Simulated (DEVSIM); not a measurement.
Structure: W/Al2O3/SiO2/n-Si capacitor, at 400 K.

```csv
layer (left to right),material,thickness (nm),Nd (cm⁻³)
1,Al2O3,3.90,-
2,SiO2,1.50,-
3,Si,520,1.2e18
```

Metal gate on the left, work function 4.6 eV. Fixed charge at the semiconductor interface -1.3e11 cm⁻² (in units of +e); no interface traps.

The device is made up for the run: typed textbook-type constants, with dimensions and the other settings drawn at random. Values at 300 K; Nc and Nv go as T^1.5, mobilities as T to minus their exponent, the gap by Varshni's rule with the affinity fixed.

```tsv
parameter	Al2O3	SiO2	Si
gap (eV)	6.8	9	1.124
affinity (eV)	1.35	0.9	4.05
permittivity	9	3.9	11.7
Nc (cm⁻³)	-	-	2.86e19
Nv (cm⁻³)	-	-	3.1e19
Varshni α (eV/K)	-	-	0.000473
Varshni β (K)	-	-	636
```

Model (solved in DEVSIM): 1D Poisson equation in equilibrium, Boltzmann statistics, complete ionisation; no quantum confinement or tunnelling. Metal contacts follow the ideal Schottky-Mott rule: no Fermi-level pinning, no interface dipoles.

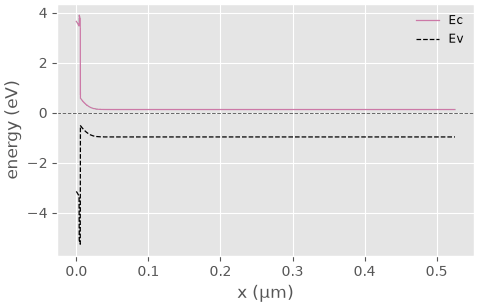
Band edges at -0.4 V on the gate

Energies count from the Fermi level of the right contact; mesh points crowd at the junctions.

```csv
x (μm),Ec (eV),Ev (eV),n (cm⁻³),p (cm⁻³),field (V/cm)
0.000,3.650,-3.150,< 1e2,< 1e2,-490000
0.0008579,3.608,-3.192,< 1e2,< 1e2,-490000
0.002015,3.551,-3.249,< 1e2,< 1e2,-490000
0.003100,3.497,-3.303,< 1e2,< 1e2,-490000
0.004198,3.873,-5.127,< 1e2,< 1e2,-1100000
0.004727,3.813,-5.187,< 1e2,< 1e2,-1100000
0.005381,3.739,-5.261,< 1e2,< 1e2,-880000
0.006944,0.528,-0.569,9.9e12,3.3e12,-370000
0.009379,0.443,-0.653,1.2e14,2.8e11,-320000
0.01400,0.313,-0.784,5.1e15,6.4e9,-240000
0.02342,0.166,-0.931,3.6e17,9.0e7,-81000
0.05037,0.124,-0.972,1.2e18,2.7e7,-230
0.09183,0.124,-0.972,1.2e18,2.7e7,≈ 0
0.1706,0.124,-0.972,1.2e18,2.7e7,≈ 0
0.3524,0.124,-0.972,1.2e18,2.7e7,≈ 0
0.4379,0.124,-0.972,1.2e18,2.7e7,≈ 0
0.4798,0.124,-0.972,1.2e18,2.7e7,≈ 0
0.5028,0.124,-0.972,1.2e18,2.7e7,≈ 0
0.5163,0.124,-0.972,1.2e18,2.7e7,≈ 0
0.5214,0.124,-0.972,1.2e18,2.7e7,≈ 0
0.5238,0.124,-0.972,1.2e18,2.7e7,≈ 0
0.5254,0.124,-0.972,1.2e18,2.7e7,≈ 0
```
